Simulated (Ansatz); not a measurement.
Start from BN in the zinc blende structure (space group F-43m, No. 216; a = 3.6051 Å).

Now apply this change: full substitution N → P; the structure is relaxed again.

All numbers come from PBEsol (Ansatz, an electronic-structure program; PAW; 420 eV plane waves; no SOC), earlier PAW set.

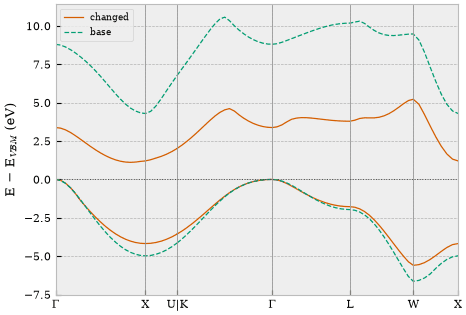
Highest valence and lowest conduction band along the path, each from its own valence-band maximum

### Question
From the figure, how large is the changed gap, and is it direct?

### Answer
About 1.1 eV, indirect, Γ → Γ–X (83 % along).

Gaps are read on the SCF mesh and a high-symmetry path. Whether these cells are dynamically stable was not tested.
